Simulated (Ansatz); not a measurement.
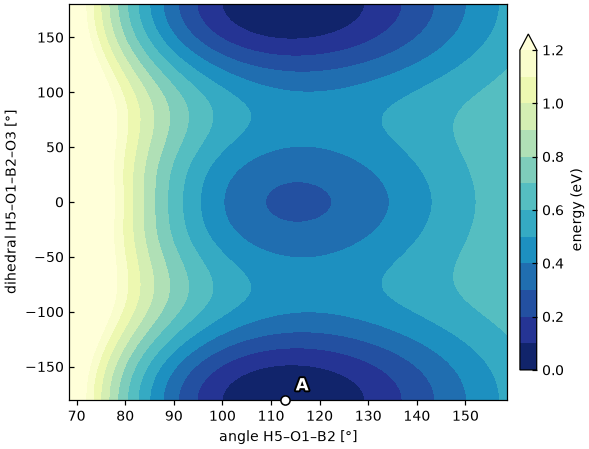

BBrH₂O₂, SMILES OB(O)Br. First axis: angle H5–O1–B2. Second axis: dihedral H5–O1–B2–O3. Nothing is relaxed (all other coordinates rigid). The grid has 13 × 12 points; 91 points were computed and 65 follow by symmetry. All energies are given in eV relative to the relaxed molecule at the same level. These are results of RKS PBE0-D4/def2-SVP in Ansatz, not measurements.

Drawn: filled contours, one colour for all values above the top of the scale, the point A. Between grid points the surface is interpolated.

### Find the lowest pass out of the well at A.

The easiest path leads from the well at angle H5–O1–B2 = 113.5°, dihedral H5–O1–B2–O3 = −180° to the well at about angle H5–O1–B2 = 115°, dihedral H5–O1–B2–O3 = 0°, about 0.28 eV higher. Its highest point lies about 0.45 eV above the bottom of the first well on the interpolated surface, at about angle H5–O1–B2 = 118°, dihedral H5–O1–B2–O3 = −75°. Seen from the upper well the barrier is about 0.17 eV. The start is the relaxed structure and all else is held, so a fully relaxed path at this level can only be lower.

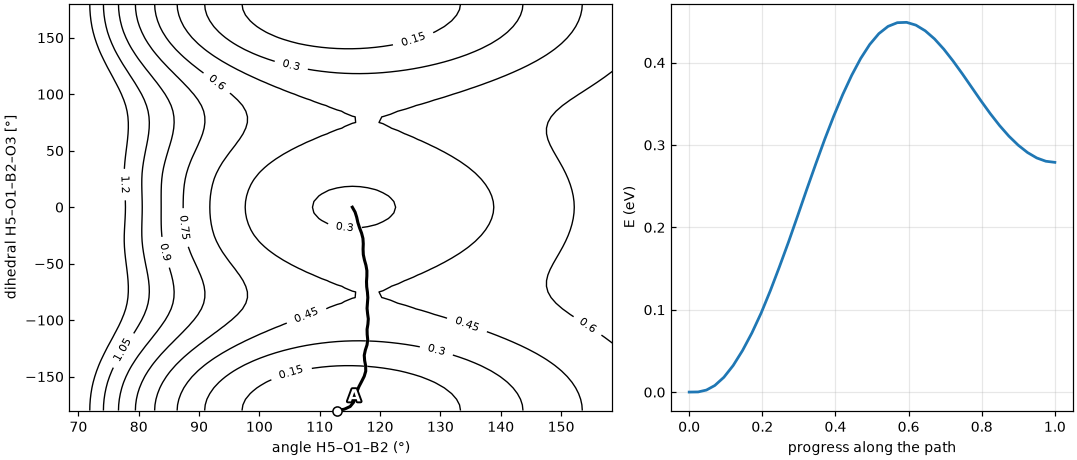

In the figure: contour lines labelled in eV (none above 1.2), a line along the lowest path, the energy along the path at the right. Between grid points the surface is interpolated.
